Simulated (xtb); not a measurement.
Run report: AsH2, geometry relaxation (part 3 of 4)

The same run, continued: AsH2, multiplicity 2; GFN1-xTB (xtb 6.7.1). 

Geometry of the input (Å):
```
As -0.5736  0.3268  -0.2687
H  0.6883  0.7610  0.4002
H  -0.1225  -1.1059  -0.0665
```

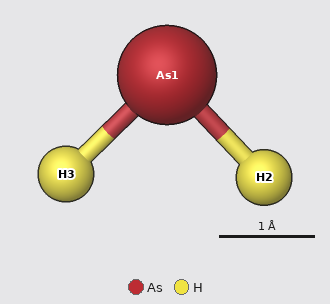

*The geometry at step 3 of the log (ball-and-stick view, seen at a tilt; atoms are numbered from 1 in the order of the input).*

## The program's output, continued
```
 iter      E             dE          RMSdq      gap      omega  full diag
   1     -3.3895593 -0.338956E+01  0.197E-03    3.97       0.0  T
   2     -3.3895593 -0.454596E-08  0.633E-04    3.98      91.3  T
   3     -3.3895593 -0.523299E-09  0.411E-04    3.98     140.5  T
   4     -3.3895593 -0.172896E-09  0.131E-04    3.98     441.4  T
   5     -3.3895593 -0.585754E-11  0.184E-08    3.98  100000.0  T
     SCC iter.                  ...        0 min,  0.000 sec
     gradient                   ...        0 min,  0.000 sec
 * total energy  :    -3.3792399 Eh     change    :  -0.1657800E-05 Eh
   gradient norm :     0.0012697 Eh/a0  converged?    E=F G=F D=F
   time step     :     0.2500000 fs     power     :   0.7856312E-10
   step length   :     0.0015157 a0     speed     :   0.1466486E-03

........................................................................
.............................. CYCLE   24 ..............................
........................................................................

 iter      E             dE          RMSdq      gap      omega  full diag
   1     -3.3895402 -0.338954E+01  0.173E-03    3.97       0.0  T
   2     -3.3895402 -0.358639E-08  0.558E-04    3.97     103.5  T
   3     -3.3895402 -0.415401E-09  0.357E-04    3.97     161.7  T
   4     -3.3895402 -0.133891E-09  0.112E-04    3.97     514.2  T
   5     -3.3895402 -0.426059E-11  0.177E-08    3.97  100000.0  T
     SCC iter.                  ...        0 min,  0.000 sec
     gradient                   ...        0 min,  0.000 sec
 * total energy  :    -3.3792414 Eh     change    :  -0.1461235E-05 Eh
   gradient norm :     0.0012279 Eh/a0  converged?    E=F G=F D=F
   time step     :     0.2500000 fs     power     :   0.6918904E-10
   step length   :     0.0015447 a0     speed     :   0.1494544E-03

........................................................................
.............................. CYCLE   25 ..............................
........................................................................

 iter      E             dE          RMSdq      gap      omega  full diag
   1     -3.3895234 -0.338952E+01  0.142E-03    3.98       0.0  T
   2     -3.3895234 -0.246189E-08  0.458E-04    3.98     126.0  T
   3     -3.3895234 -0.287726E-09  0.286E-04    3.98     201.7  T
   4     -3.3895234 -0.894165E-10  0.882E-05    3.98     654.9  T
   5     -3.3895234 -0.255529E-11  0.166E-08    3.98  100000.0  T
     SCC iter.                  ...        0 min,  0.000 sec
     gradient                   ...        0 min,  0.000 sec
 * total energy  :    -3.3792427 Eh     change    :  -0.1318924E-05 Eh
   gradient norm :     0.0012195 Eh/a0  converged?    E=F G=F D=F
   time step     :     0.2500000 fs     power     :   0.6298850E-10
   step length   :     0.0015545 a0     speed     :   0.1504093E-03

........................................................................
.............................. CYCLE   26 ..............................
........................................................................

 iter      E             dE          RMSdq      gap      omega  full diag
   1     -3.3895077 -0.338951E+01  0.115E-03    3.98       0.0  T
   2     -3.3895077 -0.167898E-08  0.375E-04    3.98     153.9  T
   3     -3.3895077 -0.199109E-09  0.224E-04    3.98     257.8  T
   4     -3.3895077 -0.582627E-10  0.661E-05    3.98     874.1  T
   5     -3.3895077 -0.134426E-11  0.165E-08    3.98  100000.0  T
     SCC iter.                  ...        0 min,  0.000 sec
     gradient                   ...        0 min,  0.000 sec
 * total energy  :    -3.3792441 Eh     change    :  -0.1359006E-05 Eh
   gradient norm :     0.0012204 Eh/a0  converged?    E=F G=F D=F
   time step     :     0.2750000 fs     power     :   0.5931481E-10
   step length   :     0.0017120 a0     speed     :   0.1505843E-03

........................................................................
.............................. CYCLE   27 ..............................
........................................................................

 iter      E             dE          RMSdq      gap      omega  full diag
   1     -3.3894942 -0.338949E+01  0.764E-04    3.98       0.0  T
   2     -3.3894942 -0.807785E-09  0.264E-04    3.98     219.1  T
   3     -3.3894942 -0.984186E-10  0.140E-04    3.98     412.3  T
   4     -3.3894942 -0.256493E-10  0.374E-05    3.98    1543.7  T
     SCC iter.                  ...        0 min,  0.000 sec
     gradient                   ...        0 min,  0.000 sec
 * total energy  :    -3.3792455 Eh     change    :  -0.1445117E-05 Eh
   gradient norm :     0.0012063 Eh/a0  converged?    E=F G=F D=F
   time step     :     0.3025000 fs     power     :   0.5775521E-10
   step length   :     0.0018828 a0     speed     :   0.1505549E-03

........................................................................
.............................. CYCLE   28 ..............................
........................................................................

 iter      E             dE          RMSdq      gap      omega  full diag
   1     -3.3894835 -0.338948E+01  0.314E-04    3.98       0.0  T
   2     -3.3894835 -0.144154E-09  0.157E-04    3.98     367.0  T
   3     -3.3894835 -0.182170E-10  0.634E-05    3.98     910.9  T
     SCC iter.                  ...        0 min,  0.000 sec
     gradient                   ...        0 min,  0.000 sec
 * total energy  :    -3.3792471 Eh     change    :  -0.1565277E-05 Eh
   gradient norm :     0.0011509 Eh/a0  converged?    E=F G=F D=F
   time step     :     0.3327500 fs     power     :   0.5696030E-10
   step length   :     0.0020757 a0     speed     :   0.1508876E-03

........................................................................
.............................. CYCLE   29 ..............................
........................................................................

 iter      E             dE          RMSdq      gap      omega  full diag
   1     -3.3894765 -0.338948E+01  0.468E-04    3.98       0.0  T
   2     -3.3894765 -0.704738E-10  0.214E-04    3.98     269.3  T
   3     -3.3894765 -0.132250E-11  0.110E-04    3.98     522.6  T
   4     -3.3894765 -0.896039E-11  0.237E-05    3.98    2439.6  T
     SCC iter.                  ...        0 min,  0.000 sec
     gradient                   ...        0 min,  0.000 sec
 * total energy  :    -3.3792488 Eh     change    :  -0.1673681E-05 Eh
   gradient norm :     0.0010308 Eh/a0  converged?    E=F G=F D=F
   time step     :     0.3660250 fs     power     :   0.5464388E-10
   step length   :     0.0022994 a0     speed     :   0.1519559E-03

........................................................................
.............................. CYCLE   30 ..............................
........................................................................

 iter      E             dE          RMSdq      gap      omega  full diag
   1     -3.3894736 -0.338947E+01  0.112E-03    3.98       0.0  T
   2     -3.3894736 -0.959694E-09  0.400E-04    3.98     144.4  T
   3     -3.3894736 -0.865543E-10  0.269E-04    3.98     214.7  T
   4     -3.3894736 -0.558349E-10  0.912E-05    3.98     633.4  T
   5     -3.3894736 -0.308553E-11  0.818E-09    3.98  100000.0  T
     SCC iter.                  ...        0 min,  0.000 sec
     gradient                   ...        0 min,  0.000 sec
 * total energy  :    -3.3792504 Eh     change    :  -0.1682011E-05 Eh
   gradient norm :     0.0008259 Eh/a0  converged?    E=F G=F D=F
   time step     :     0.4026275 fs     power     :   0.4789953E-10
   step length   :     0.0025592 a0     speed     :   0.1537483E-03

........................................................................
.............................. CYCLE   31 ..............................
........................................................................

 iter      E             dE          RMSdq      gap      omega  full diag
   1     -3.3894748 -0.338947E+01  0.186E-03    3.98       0.0  T
   2     -3.3894748 -0.309199E-08  0.633E-04    3.98      91.2  T
   3     -3.3894748 -0.305781E-09  0.428E-04    3.98     135.0  T
   4     -3.3894748 -0.152960E-09  0.150E-04    3.98     384.5  T
   5     -3.3894748 -0.811440E-11  0.678E-09    3.98  100000.0  T
     SCC iter.                  ...        0 min,  0.000 sec
     gradient                   ...        0 min,  0.000 sec
 * total energy  :    -3.3792519 Eh     change    :  -0.1460829E-05 Eh
   gradient norm :     0.0005233 Eh/a0  converged?    E=F G=T D=F
   time step     :     0.4428903 fs     power     :   0.3381158E-10
   step length   :     0.0028522 a0     speed     :   0.1557769E-03

........................................................................
.............................. CYCLE   32 ..............................
........................................................................

 iter      E             dE          RMSdq      gap      omega  full diag
   1     -3.3894795 -0.338948E+01  0.257E-03    3.99       0.0  T
   2     -3.3894795 -0.627359E-08  0.863E-04    3.99      66.9  T
   3     -3.3894795 -0.636794E-09  0.572E-04    3.99     100.9  T
   4     -3.3894795 -0.288573E-09  0.203E-04    3.99     284.0  T
   5     -3.3894795 -0.146594E-10  0.550E-09    3.99  100000.0  T
   6     -3.3894795 -0.399680E-14  0.293E-09    3.99  100000.0  T
     SCC iter.                  ...        0 min,  0.000 sec
     gradient                   ...        0 min,  0.000 sec
 * total energy  :    -3.3792528 Eh     change    :  -0.8656490E-06 Eh
   gradient norm :     0.0001313 Eh/a0  converged?    E=T G=T D=F
   time step     :     0.4871793 fs     power     :   0.1065703E-10
   step length   :     0.0031649 a0     speed     :   0.1571416E-03

   *** GEOMETRY OPTIMIZATION CONVERGED AFTER 32 CYCLES ***

------------------------------------------------------------------------
 total energy gain   :        -0.0001603 Eh       -0.1006 kcal/mol
 total RMSD          :         0.0304889 a0        0.0161 Å
 total power (kW/mol):        -0.0131502 (step)  -22.7390 (real)
------------------------------------------------------------------------

 FIRE (total)                  0 d,  0 h,  0 min,  0.019 sec
 setup                          ...        0 min,  0.000 sec (  0.268%)
 velocities                     ...        0 min,  0.000 sec (  0.086%)
 propagation                    ...        0 min,  0.000 sec (  0.078%)
 singlepoint calculation        ...        0 min,  0.018 sec ( 95.856%)
 log and printout               ...        0 min,  0.000 sec (  2.344%)
 preconditioner                 ...        0 min,  0.000 sec (  0.068%)
 model hessian                  ...        0 min,  0.000 sec (  0.005%)
 hessian update                 ...        0 min,  0.000 sec (  0.064%)

================
 final structure:
================
$coord
       -1.07246763081858        0.59433553248581       -0.50236680886890      as
        1.31238966968600        1.47152488100157        0.76314902409812      h
       -0.25454851907142       -2.10004555908238       -0.13793111986722      h
$eht charge=0 unpaired=1
$end

 Bond Distances (Angstroems)
 ---------------------------
As1-H2=1.5022        As1-H3=1.5025        H2-As1=1.5022        H3-As1=1.5025
 As H  Rav=1.5023 sigma=0.0001  Rmin=1.5022  Rmax=1.5025     2

 selected bond angles (degree)
 --------------------
H3-As1-H2= 89.66

 selected dihedral angles (degree)
 ---------------------------------

           -------------------------------------------------
          |                Final Singlepoint                |
           -------------------------------------------------

          ...................................................
          :                      SETUP                      :
          :.................................................:
          :  # basis functions                  14          :
          :  # atomic orbitals                  13          :
          :  # shells                            7          :
          :  # electrons                         7          :
          :  # halogen bonds                     0          :
          :  max. iterations                   250          :
          :  Hamiltonian                  GFN1-xTB          :
          :  restarted?                      false          :
          :  GBSA solvation                  false          :
          :  PC potential                    false          :
          :  electronic temp.          300.0000000     K    :
          :  accuracy                    1.0000000          :
          :  -> integral cutoff          0.2500000E+02      :
          :  -> integral neglect         0.1000000E-07      :
          :  -> SCF convergence          0.1000000E-05 Eh   :
          :  -> wf. convergence          0.2000000E-04 e    :
          :  Broyden damping             0.4000000          :
          :  net charge                          0          :
          :  unpaired electrons                  1          :
          ...................................................

 iter      E             dE          RMSdq      gap      omega  full diag
   1     -3.3894795 -0.338948E+01  0.685E-14    3.99       0.0  T
   2     -3.3894795 -0.444089E-15  0.204E-14    3.99  100000.0  T
   3     -3.3894795 -0.222045E-14  0.243E-14    3.99  100000.0  T

   *** convergence criteria satisfied after 3 iterations ***

         #    Occupation            Energy/Eh            Energy/eV
      -------------------------------------------------------------
         1        2.0000           -0.6951171             -18.9151
         2        2.0000           -0.4687668             -12.7558
         3        2.0000           -0.4334583             -11.7950
         4        1.0000           -0.3301938              -8.9850 (HOMO)
         5                         -0.1837234              -4.9994 (LUMO)
         6                         -0.1226918              -3.3386
         7                         -0.0717440              -1.9523
         8                         -0.0717440              -1.9523
         9                         -0.0717440              -1.9523
       ...                                ...                  ...
        13                          0.7979151              21.7124
      -------------------------------------------------------------
                  HL-Gap            0.1464704 Eh            3.9857 eV
             Fermi-level           -0.3193923 Eh           -8.6911 eV

 SCC (total)                   0 d,  0 h,  0 min,  0.001 sec
 SCC setup                      ...        0 min,  0.000 sec (  3.808%)
 Dispersion                     ...        0 min,  0.000 sec (  0.896%)
 classical contributions        ...        0 min,  0.000 sec (  0.302%)
 integral evaluation            ...        0 min,  0.000 sec ( 39.926%)
 iterations                     ...        0 min,  0.000 sec ( 12.951%)
 molecular gradient             ...        0 min,  0.000 sec ( 37.026%)
 printout                       ...        0 min,  0.000 sec (  4.427%)

         :::::::::::::::::::::::::::::::::::::::::::::::::::::
         ::                     SUMMARY                     ::
         :::::::::::::::::::::::::::::::::::::::::::::::::::::
         :: total energy              -3.379252763201 Eh    ::
         :: gradient norm              0.000131296823 Eh/a0 ::
         :: HOMO-LUMO gap              3.985662049777 eV    ::
         ::.................................................::
         :: SCC energy                -3.389479495040 Eh    ::
         :: -> electrostatic           0.001004542839 Eh    ::
         :: repulsion energy           0.010553924809 Eh    ::
         :: dispersion energy         -0.000327192970 Eh    ::
         :: halogen bond corr.         0.000000000000 Eh    ::
         :: add. restraining           0.000000000000 Eh    ::
         :: total charge              -0.000000000000 e     ::
         :::::::::::::::::::::::::::::::::::::::::::::::::::::

           -------------------------------------------------
          |                Property Printout                |
           -------------------------------------------------

    * Orbital Energies and Occupations

         #    Occupation            Energy/Eh            Energy/eV
      -------------------------------------------------------------
         1        2.0000           -0.6951171             -18.9151
         2        2.0000           -0.4687668             -12.7558
         3        2.0000           -0.4334583             -11.7950
         4        1.0000           -0.3301938              -8.9850 (HOMO)
         5                         -0.1837234              -4.9994 (LUMO)
         6                         -0.1226918              -3.3386
         7                         -0.0717440              -1.9523
         8                         -0.0717440              -1.9523
         9                         -0.0717440              -1.9523
        10                         -0.0650470              -1.7700
        11                         -0.0599818              -1.6322
        12                          0.4972385              13.5305
        13                          0.7979151              21.7124
      -------------------------------------------------------------
                  HL-Gap            0.1464704 Eh            3.9857 eV
             Fermi-level           -0.3193923 Eh           -8.6911 eV

  Mulliken/CM5 charges         n(s)   n(p)   n(d)
     1as    0.06021 -0.06285   1.852  3.044  0.044
     2h    -0.03007  0.03148   1.030  0.000  0.000
     3h    -0.03013  0.03137   1.030  0.000  0.000

Wiberg/Mayer (AO) data.
largest (>0.10) Wiberg bond orders for each atom

 ---------------------------------------------------------------------------
     #   Z sym  total        # sym  WBO       # sym  WBO       # sym  WBO
 ---------------------------------------------------------------------------
     1  33 as   2.002 --     2 h    1.001     3 h    1.001
     2   1 h    1.004 --     1 as   1.001
     3   1 h    1.004 --     1 as   1.001
 ---------------------------------------------------------------------------

Topologies differ in total number of bonds
Writing topology from bond orders to xtbtopo.mol

 dipole moment from electron density (au)
     X       Y       Z
   0.0819  -0.0461   0.0417  total (Debye):    0.261

           -------------------------------------------------
          |                Geometry Summary                 |
           -------------------------------------------------

      molecular mass/u    :       76.9374761
   center of mass at/Å    :       -0.5453218       0.3019109      -0.2545412
  moments of inertia/u·Å² :        0.2228630E+01   0.2261319E+01   0.4489949E+01
rotational constants/cm⁻¹ :        0.7564122E+01   0.7454778E+01   0.3754526E+01

 * 2 selected distances

     #   Z          #   Z                                           value/Å
     1  33 as       2   1 h                                       1.5022051 (min)
     1  33 as       3   1 h                                       1.5024809 (max)

 * 1 distinct bonds (by element types)

   Z      Z             #   av. dist./Å        max./Å        min./Å
   1 H   33 As          2     1.5023430     1.5024809     1.5022051

optimized geometry written to: xtbopt.coord

           -------------------------------------------------
          | TOTAL ENERGY               -3.379252763201 Eh   |
          | GRADIENT NORM               0.000131296823 Eh/α |
          | HOMO-LUMO GAP               3.985662049777 eV   |
           -------------------------------------------------

------------------------------------------------------------------------
------------------------------------------------------------------------
 total:
 *  cpu-time:     0 d,  0 h,  0 min,  0.023 sec
 * ratio c/w:     1.000 speedup
 SCF:
 *  cpu-time:     0 d,  0 h,  0 min,  0.001 sec
 * ratio c/w:     0.999 speedup
 ANC optimizer:
 *  cpu-time:     0 d,  0 h,  0 min,  0.019 sec
 * ratio c/w:     1.000 speedup
```

## Standard error
```
normal termination of xtb
```

## Trajectory as extended XYZ (Å, eV, eV/Å), 33 frames, from step=0 to step=32
```
3
Properties=species:S:1:pos:R:3 step=0 energy=-91.94979
As   -0.5736    0.3268   -0.2687
H     0.6883    0.7610    0.4002
H    -0.1225   -1.1059   -0.0665
3
Properties=species:S:1:pos:R:3 step=1 energy=-91.94998
As   -0.5735    0.3265   -0.2687
H     0.6885    0.7611    0.4003
H    -0.1227   -1.1057   -0.0666
3
Properties=species:S:1:pos:R:3 step=2 energy=-91.95026
As   -0.5735    0.3260   -0.2687
H     0.6887    0.7614    0.4004
H    -0.1229   -1.1055   -0.0667
3
Properties=species:S:1:pos:R:3 step=3 energy=-91.95060
As   -0.5734    0.3253   -0.2687
H     0.6889    0.7618    0.4006
H    -0.1233   -1.1052   -0.0669
3
Properties=species:S:1:pos:R:3 step=4 energy=-91.95099
As   -0.5733    0.3245   -0.2686
H     0.6893    0.7622    0.4007
H    -0.1237   -1.1048   -0.0671
3
Properties=species:S:1:pos:R:3 step=5 energy=-91.95139
As   -0.5733    0.3236   -0.2686
H     0.6896    0.7627    0.4009
H    -0.1241   -1.1043   -0.0673
3
Properties=species:S:1:pos:R:3 step=6 energy=-91.95184
As   -0.5731    0.3224   -0.2686
H     0.6901    0.7633    0.4012
H    -0.1247   -1.1038   -0.0676
```
